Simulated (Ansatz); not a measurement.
**Quasi-harmonic thermodynamics of ZnS (F-43m)**

Aim: the lattice, expansion, heat capacity and bulk modulus of ZnS as it warms.

Experimental results on record:
- bulk modulus 71.4 GPa near room temperature (given in “High-Throughput Prediction of Finite-Temperature Properties using the Quasi-Harmonic Approximation”, 2016, arXiv:1603.06924)

Calculated with Ansatz 0.2.0; DFT LDA, scalar-relativistic, plane waves, PAW; PAW set soft_1.

The database entry behind the starting cell differs from later determinations by our own check (about 0.1 % short), so it need not match the best structure at ambient conditions.

### 1. Set-up

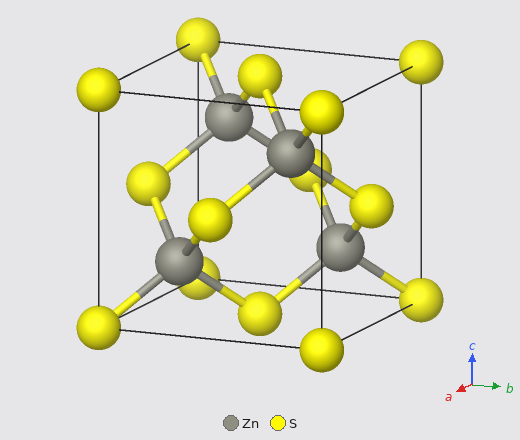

The cell as given, slightly off an axis (zinc grey, sulfur yellow). This picture shows the conventional cell, with its axes. Bonds to atoms that aren't drawn are left out. Some periodic images of atoms are drawn too.

As a file:

```cif
data_structure
_symmetry_space_group_name_H-M 'F-43m'
_symmetry_Int_Tables_number 216
_cell_length_a 5.4040
_cell_length_b 5.4040
_cell_length_c 5.4040
_cell_angle_alpha 90.000
_cell_angle_beta 90.000
_cell_angle_gamma 90.000
_cell_volume 157.81
loop_
_atom_site_label
_atom_site_type_symbol
_atom_site_symmetry_multiplicity
_atom_site_Wyckoff_symbol
_atom_site_fract_x
_atom_site_fract_y
_atom_site_fract_z
_atom_site_occupancy
Zn1 Zn 4 d 0.25000 0.25000 0.75000 1
S1 S 4 a 0.00000 0.00000 0.00000 1
```

### 2. Probe on a coarse mesh

Before spending time, one coarse run tells the gap and the pressure of the starting cell.

Input file input.yaml:

```yaml
crystal:
  lattice:
    - [0.0, 2.702, 2.702]
    - [2.702, 0.0, 2.702]
    - [2.702, 2.702, 0.0]
  atoms:
    - { symbol: Zn, position: [0.25, 0.25, 0.25] }
    - { symbol: S, position: [0.0, 0.0, 0.0] }
kpoints:
  mp_grid: { grid: [6, 6, 6] }
hamiltonian:
  xc: lda
  pseudopotentials: { kind: paw, azcp: { folder: soft_1 }, xc_functional: pbe }
scf:
  occupations: { method: gaussian, width: 0.1 }
  lower_state_search: "off"
output:
  forces: true
  stress: true
  eigenvalues: true
```

Launch:

```bash
$ ansatz run input.yaml --threads 8 --pin off --max-ram 16384MiB --backend cpu --events-out ev --progress --plain --runs-dir out
```

Numbers of over 12 decimals in the logs are rounded to 6 here.

The log of the run:

```text
Engine: ansatz 0.2.0, aarch64-unknown-linux-gnu
Pseudopotentials: kind: paw
Pseudopotential: Zn, paw, valence charge 12, recommended cutoff 420 eV (normal), soft_1/Zn.paw.azcp
Pseudopotential: S, paw, valence charge 6, recommended cutoff 420 eV (normal), soft_1/S.paw.azcp
Functional definition: SPW92
  exchange = slater_x
  correlation = pw_c
Crystal: 2 atoms, lattice volume = 39.454 Å³
Basis set: ecut = 420 eV, 749 PW (Γ)
Bands: 13, of which v1, the nominal top of the filled ones, is band 9 counted from 1 (8 counted from 0)
Symmetry: 24 space group operations
Space group: F-43m (ITA 216), of the structure as read, at distance tolerance 3.4e-5 Å
k-points: 16 of 216 (time reversal used)
Non-local potential: Zn, projectors of the file, l = 0: 2, l = 1: 2, l = 2: 3, l = 3: 1
Non-local potential: S, projectors of the file, l = 0: 2, l = 1: 2, l = 2: 1
PAW form: soft (Blöchl's): semilocal exchange-correlation on the pseudo side does not see the compensation charge
PAW frozen core: Zn, regenerated for the run's functional, and the local potential with it (the file was generated under x = pbe(κ = 0.804, μ = 0.219515), c = pbe(β = 0.066725))
PAW frozen core: S, regenerated for the run's functional, and the local potential with it (the file was generated under x = pbe(κ = 0.804, μ = 0.219515), c = pbe(β = 0.066725))
PAW one-centre angular grid: Zn, 590 points (default); XC on 64 Gauss nodes
PAW one-centre angular grid: S, 110 points (default); XC on 64 Gauss nodes
Initial density: superposition of atomic densities (chi_scale 0.1, normalization cell, long waves kept (reshape's long-wave potential 0.00 eV rms))
Initial wavefunctions: pseudopotential atomic-orbital guess
Functional: x = slater, c = lda
SCF iter   1: F=—  HF=-4117.506241 eV  |F-HF|=—  |Δ(HF+E_count)|=         —  Δρ=3.81e-2  dr2=3.38e-1  ethr=3.10e-3  ⟨swp⟩=6.2  Hψ=1504  notcnv=0
preconditioner: auto → none  [insulator: Δε(μ)=2.092 eV  Ē_g=12.512 eV  σ=0.100 eV  W_gap=1.00  n_scr=14 (ndim 8)  ℏωp=25.1 eV  f_vac=0.000  D(μ)=0.00/eV (n_scr^D=0)  ε∞_Penn≈5.0]
SCF iter   2: F=—  HF=-4117.421837 eV  |F-HF|=—  |Δ(HF+E_count)|=   8.44e-2  Δρ=1.42e-2  dr2=4.24e-2  ethr=1.88e-3  ⟨swp⟩=2.0  Hψ=528  notcnv=0
SCF iter   3: F=—  HF=-4117.408662 eV  |F-HF|=—  |Δ(HF+E_count)|=   1.32e-2  Δρ=9.47e-3  dr2=1.73e-2  ethr=2.36e-4  ⟨swp⟩=2.0  Hψ=408  notcnv=0
SCF iter   4: F=—  HF=-4117.404272 eV  |F-HF|=—  |Δ(HF+E_count)|=   4.39e-3  Δρ=2.12e-3  dr2=1.24e-3  ethr=9.60e-5  ⟨swp⟩=2.2  Hψ=464  notcnv=0
SCF iter   5: F=—  HF=-4117.404137 eV  |F-HF|=—  |Δ(HF+E_count)|=   1.35e-4  Δρ=6.14e-4  dr2=8.39e-5  ethr=6.86e-6  ⟨swp⟩=2.9  Hψ=379  notcnv=0
SCF iter   6: F=—  HF=-4117.404154 eV  |F-HF|=—  |Δ(HF+E_count)|=   1.67e-5  Δρ=9.59e-5  dr2=1.67e-6  ethr=4.66e-7  ⟨swp⟩=1.9  Hψ=330  notcnv=0
SCF iter   7: F=-4117.404154 eV  HF=-4117.404154 eV  |F-HF|=3.97e-8  |Δ(HF+E_count)|=   1.95e-7  Δρ=1.08e-5  dr2=4.54e-8  ethr=5.56e-10  ⟨swp⟩=5.1  Hψ=1343  notcnv=0
SCF 1 converged in 7 iterations: F = -4117.404154 eV  dr2 = 4.54e-8
  greatest PAW one-centre occupation: 0.984 electrons in one spin orbital (limit 2), on the Zn atom at site 0 (counted from 0), in its partial waves of l = 2
SCF converged after 7 iterations
Free energy (F): -4117.404154 eV
Harris-Foulkes:  -4117.404154 eV  (|F-HF|=3.97e-8)
Internal energy: -4117.404154 eV  (E = F + TS)
E sigma→0 (E₀):  -4117.404154 eV
Fermi energy:    6.421833 eV
--- Per-component energies (eV) ---
  E_band       = -2.051960
  E_kinetic    = 253.835023
  E_local      = -2272.121964  (includes V_loc(G=0)·N_el)
  E_nonlocal   = 857.700091
  E_hartree    = 862.798788
  E_xc         = -165.912097
  E_vxc        = -134.538963  (∫ρ·V_xc dr)
  E_paw        = -2402.034792  (= ΣΔE_a)
  E_vpaw       = -432.521040  (= ΣTr[D̂ρ^β])
  E_aug_tail   = -0.000250  (compensation charges beyond the density's cutoff)
  E_ewald      = -1253.379294
  E_core_change = 1.710341  (= ΣΔE_core)
  E_smearing   = -0.000000  (= −TS)
  E_closure    = -0.000000  (closes the sum)
  Σ components = -4117.404154   (vs F -4117.404154, Δ=0.00e0)
--- Forces (eV/Å), atoms counted from 1 ---
  atom   1  Zn    -0.00000000     0.00000000    -0.00000000
  atom   2  S      0.00000000    -0.00000000    -0.00000000
  max |Σ_I F_I| component: 2.78e-17 eV/Å
--- Stress (GPa, compression-positive) ---
       -4.534978      -0.000000       0.000000
       -0.000000      -4.534978       0.000000
       -0.000000       0.000000      -4.534978
  P = ⅓ Tr σ = -4.5350 GPa (-45.350 kbar)
--- Band table (eV; the first three rows and the last of 16) ---
  k-point 0: bands = [... 5 lower, -0.5125, 5.4933, 5.4933, 5.4933, 7.3445, 11.7101, 11.7101, 11.7101]
  k-point 1: bands = [... 5 lower, -0.5145, 3.7459, 5.2425, 5.2425, 8.4946, 11.6669, 12.1128, 12.1128]
  k-point 2: bands = [... 5 lower, -0.5011, 1.5098, 4.8090, 4.8090, 8.7037, 12.3636, 12.3636, 13.0926]
  k-point 15: bands = [... 5 lower, -0.1491, 0.8137, 2.8193, 2.8432, 10.1409, 10.6700, 14.2881, 14.2968]
```

Elapsed: 0.93 s, on 8 threads of Arm Neoverse V1, shared host; peak memory 0.29 GiB.

The column dr2 measures how far the density is from self-consistency, as an energy; F and HF (Harris–Foulkes) agree once it is small.

Numbers from this step:

```yaml
pressure: -4.535 GPa
gap_on_the_k_mesh: 1.851 eV
volume_per_atom: 19.73 Å³/atom
```

The start is under -4.5 GPa at this level and looks like an insulator or semiconductor on this mesh.

### 3. Relaxation

Phonons are second derivatives about a minimum, so cell and atoms are relaxed first, inside the symmetry of the start.

input.yaml, the sections that differ from step 2:

```yaml
kpoints:
  mp_grid: { grid: [10, 10, 10] }
scf:
  occupations: { method: gaussian, width: 0.02 }
  lower_state_search: "off"
relax:
  adjacent_minimum: "off"
  f_tol: 0.005
  max_steps: 80
  cell: { stress_tol: 0.05 }
# crystal, hamiltonian, output: as in step 2
```

The log of the run:

```text
[...]
Crystal: 2 atoms, lattice volume = 39.454 Å³
Basis set: ecut = 420 eV, 749 PW (Γ)
Bands: 13, of which v1, the nominal top of the filled ones, is band 9 counted from 1 (8 counted from 0)
Symmetry: 24 space group operations
[...]
k-points: 47 of 1000 (time reversal used)
[...]
SCF iter   1: F=—  HF=-4117.509459 eV  |F-HF|=—  |Δ(HF+E_count)|=         —  Δρ=3.81e-2  dr2=3.36e-1  ethr=3.10e-3  ⟨swp⟩=6.5  Hψ=4483  notcnv=0
[...]
SCF iter   7: F=-4117.407988 eV  HF=-4117.407988 eV  |F-HF|=1.99e-8  |Δ(HF+E_count)|=   1.38e-7  Δρ=1.00e-5  dr2=2.52e-8  ethr=5.56e-10  ⟨swp⟩=5.1  Hψ=3846  notcnv=0
SCF 1 converged in 7 iterations: F = -4117.407988 eV  dr2 = 2.52e-8
[...]
relax step   1: F+E_penalty+E_count = -4117.40798838 eV  Δ(F+E_penalty+E_count) = +0.000e0 eV  max|allowed force component| = 2.128e-16 eV/Å  Δτ_max = 0.0000 Å  P = -4.555 GPa  Ω = 39.454 Å³  (7 SCF iters, dr2 threshold 1.00e-7 eV, accepted)
Crystal: 2 atoms, lattice volume = 38.079 Å³
Basis set: ecut = 420 eV, 725 PW (Γ)
[...]
iter 1 solved again at ethr=6.42e-6 eV; its pass at ethr=3.10e-3 eV (dr2=1.16e-3 eV) is discarded
[...]
SCF iter   5: F=-4117.437075 eV  HF=-4117.437075 eV  |F-HF|=2.16e-8  |Δ(HF+E_count)|=   3.42e-7  Δρ=2.26e-5  dr2=8.12e-8  ethr=1.11e-9  ⟨swp⟩=4.0  Hψ=3008  notcnv=0
SCF 2 converged in 5 iterations: F = -4117.437075 eV  dr2 = 8.12e-8
[...]
relax step   2: F+E_penalty+E_count = -4117.43707454 eV  Δ(F+E_penalty+E_count) = -2.909e-2 eV  max|allowed force component| = 6.476e-17 eV/Å  Δτ_max = 0.0000 Å  P = -2.026 GPa  Ω = 38.079 Å³  energy of the carried Pulay correction = +4.901e-4 eV  (5 SCF iters, dr2 threshold 2.00e-7 eV, accepted)
Crystal: 2 atoms, lattice volume = 37.045 Å³
[...]
SCF iter   5: F=-4117.443397 eV  HF=-4117.443397 eV  |F-HF|=2.08e-8  |Δ(HF+E_count)|=   1.55e-7  Δρ=1.87e-5  dr2=5.33e-8  ethr=1.11e-9  ⟨swp⟩=6.3  Hψ=3339  notcnv=0
SCF 3 converged in 5 iterations: F = -4117.443397 eV  dr2 = 5.33e-8
relax step   3: F+E_penalty+E_count = -4117.44339707 eV  Δ(F+E_penalty+E_count) = -6.323e-3 eV  max|allowed force component| = 5.667e-17 eV/Å  Δτ_max = 0.0000 Å  P = +0.243 GPa  Ω = 37.045 Å³  energy of the carried Pulay correction = +8.704e-4 eV  (5 SCF iters, dr2 threshold 2.00e-7 eV, accepted)
[...]
relax step   4: F+E_penalty+E_count = -4117.44343482 eV  Δ(F+E_penalty+E_count) = -3.776e-5 eV  max|allowed force component| = 8.211e-17 eV/Å  Δτ_max = 0.0000 Å  P = -0.011 GPa  Ω = 37.153 Å³  energy of the carried Pulay correction = +8.302e-4 eV  (4 SCF iters, dr2 threshold 1.48e-7 eV, accepted)
[...]
SCF iter   6: F=-4117.442610 eV  HF=-4117.442610 eV  |F-HF|=1.82e-12  |Δ(HF+E_count)|=  3.27e-11  Δρ=1.29e-7  dr2=1.81e-12  ethr=1.00e-12  ⟨swp⟩=6.6  Hψ=2927  notcnv=0
SCF 5 converged in 6 iterations: F = -4117.442610 eV  dr2 = 1.81e-12
relax step   5: F+E_penalty+E_count = -4117.44261035 eV  Δ(F+E_penalty+E_count) = +8.245e-4 eV  max|allowed force component| = 9.368e-17 eV/Å  Δτ_max = 0.0000 Å  P = -0.013 GPa  Ω = 37.153 Å³  stress off target by 1.30e-2 GPa  SCF on the basis re-selected at this cell (its energy is not comparable with the rows above)  (6 SCF iters)
basis re-selected at this cell: Δ(F+E_penalty+E_count) = +8.245e-4 eV, ΔP = -0.002 GPa vs the last step (what re-selecting the basis moved, of the pressure what is left beyond the Pulay correction that the steps carried, after the strain that the cell walked since its last selection, with what the two solves' SCF thresholds leave and, on support functions, any second-order correction that the steps lacked; it is no m [...]
SCF converged after 6 iterations
Free energy (F): -4117.442610 eV
[...]
Internal energy: -4117.442610 eV  (E = F + TS)
E sigma→0 (E₀):  -4117.442610 eV
Fermi energy:    7.356606 eV
[...]
--- Stress (GPa, compression-positive) ---
       -0.013000      -0.000000      -0.000000
        0.000000      -0.013000       0.000000
       -0.000000       0.000000      -0.013000
  P = ⅓ Tr σ = -0.0130 GPa (-0.130 kbar)
--- Band table (eV; the first three rows and the last of 47) ---
  k-point 0: bands = [... 5 lower, 0.1076, 6.2970, 6.2970, 6.2970, 8.4160, 12.4662, 12.4662, 12.4662]
  k-point 1: bands = [... 5 lower, 0.1059, 5.4422, 6.1863, 6.1863, 9.0502, 12.3935, 12.6515, 12.6515]
  k-point 2: bands = [... 5 lower, 0.1056, 3.9831, 5.9201, 5.9201, 9.6608, 12.7101, 13.0161, 13.0161]
  k-point 46: bands = [... 5 lower, 0.5599, 1.3271, 3.2442, 3.3322, 11.3858, 12.0512, 14.5971, 14.6987]
--- Relaxed structure (4 steps of the walk, 4 accepted, 1 SCFs on fresh bases) ---
  F+E_penalty+E_count = -4117.44261035 eV   max|allowed force component| = 9.368e-17 eV/Å   (the final SCF, on the basis selected at the relaxed cell)
  cell:  # Å, volume = 37.1531 Å³
    - [0, 2.648429, 2.648429]
    - [2.648429, 0, 2.648429]
    - [2.648429, 2.648429, 0]
  atoms:
    - { symbol: Zn, position: [0.250000, 0.250000, 0.250000] }
    - { symbol: S, position: [0, 0, 0] }
```

It took 2.8 s on 8 threads; peak memory 0.37 GiB; 18 s of CPU time.

Relaxation path:

| step | energy less that of the first step (eV) | largest force component (eV/Å) | pressure (GPa) | volume (Å³) |
| --- | --- | --- | --- | --- |
| 1 | 0.0000 | 0.0000 | -4.55 | 39.45 |
| 2 | -0.0291 | 0.0000 | -2.03 | 38.08 |
| 3 | -0.0354 | 0.0000 | 0.24 | 37.04 |
| 4 | -0.0354 | 0.0000 | -0.01 | 37.15 |
| 5* | -0.0346 | 0.0000 | -0.01 | 37.15 |

Relaxation steps marked * repeat the geometry before them on a plane-wave basis chosen anew for their cell, so energy and pressure can jump there.

The run keeps the 24 symmetry operations that it works with, so distortions that break them were not tested.

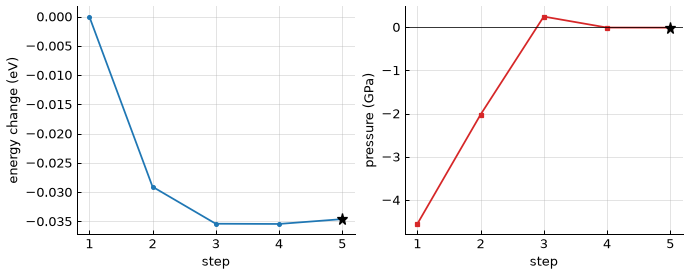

Energy and pressure along the relaxation. Stars mark steps on a basis chosen anew.

| conventional cell, symmetrised | before | after | change |
| --- | --- | --- | --- |
| a (Å) | 5.404 | 5.297 | -2.0 % |
| b (Å) | 5.404 | 5.297 | -2.0 % |
| c (Å) | 5.404 | 5.297 | -2.0 % |
| volume (Å³/atom) | 19.73 | 18.58 | -5.8 % |

Final coordinates:

```cif
data_structure
_symmetry_space_group_name_H-M 'P 1'
_symmetry_Int_Tables_number 1
_cell_length_a 3.7454
_cell_length_b 3.7454
_cell_length_c 3.7454
_cell_angle_alpha 60.000
_cell_angle_beta 60.000
_cell_angle_gamma 60.000
_cell_volume 37.15
loop_
_atom_site_label
_atom_site_type_symbol
_atom_site_fract_x
_atom_site_fract_y
_atom_site_fract_z
_atom_site_occupancy
Zn1 Zn 0.25000 0.25000 0.25000 1
S2 S 0.00000 0.00000 0.00000 1
```

This step gave:

| Item | Value |
| --- | --- |
| pressure | -0.01300 GPa |
| gap on the k-mesh | 2.119 eV |
| volume per atom | 18.58 Å³/atom |

The relaxation ends with a pressure of -0.01 GPa.

### 4. Tight relaxation

The thresholds are tightened for a last relaxation ahead of the phonons, and where mesh or smearing change with them the cell follows.

input.yaml, the sections that differ from step 3:

```yaml
crystal:
  lattice:
    - [0.0, 2.6484291753, 2.6484291753]
    - [2.6484291753, 0.0, 2.6484291753]
    - [2.6484291753, 2.6484291753, 0.0]
  atoms:
    - { symbol: Zn, position: [0.25, 0.25, 0.25] }
    - { symbol: S, position: [0.0, 0.0, 0.0] }
kpoints:
  mp_grid: { grid: [12, 12, 12] }
scf:
  occupations: { method: fixed }
  lower_state_search: "off"
relax:
  adjacent_minimum: "off"
  f_tol: 0.001
  max_steps: 60
  cell: { stress_tol: 0.01 }
# hamiltonian, output: as in step 3
```

The log of the run:

```text
[...]
Crystal: 2 atoms, lattice volume = 37.153 Å³
Basis set: ecut = 420 eV, 725 PW (Γ)
Bands: 13, of which v1, the nominal top of the filled ones, is band 9 counted from 1 (8 counted from 0)
Symmetry: 24 space group operations
[...]
k-points: 72 of 1728 (time reversal used)
[...]
k-point 71: bands = [... 5 lower, 0.5833, 1.3201, 3.1883, 3.2863, 11.8024, 12.4468, 14.0808, 14.2587]
--- Relaxed structure (2 steps of the walk, 2 accepted, 1 SCFs on fresh bases) ---
[...]
cell:  # Å, volume = 37.1501 Å³
    - [0, 2.648358, 2.648358]
    - [2.648358, 0, 2.648358]
    - [2.648358, 2.648358, 0]
  atoms:
    - { symbol: Zn, position: [0.25, 0.25, 0.25] }
    - { symbol: S, position: [0, 0, 0] }
[key lines of the parts left out:]
SCF converged after 6 iterations
Free energy (F): -4117.442650 eV
Fermi energy:    6.298103 eV
P = ⅓ Tr σ = -0.0059 GPa (-0.059 kbar)
```

The job ended after 2.3 s (8 threads; peak memory 0.39 GiB).

Little changed from the start: no atom moved by 0.005 Å and no cell edge by 0.1 %.

Numbers from this step:

```yaml
pressure: -0.005851 GPa
```

The residual pressure is -0.0059 GPa, small enough for phonons.

(Part 1 of 2 ends here.)

[Logs are printed without paths, hosts, clocks, repeated set-up lines and the standing remarks that a program may print on its own settings, such as how far it seeks lower states.]

[Hosts, paths, dates, database ids (printed as entryN), source tags and the programs' standing remarks are cut or masked in the printed files.]

[A step with changed settings may run another functional than the one named; its input shows which.]
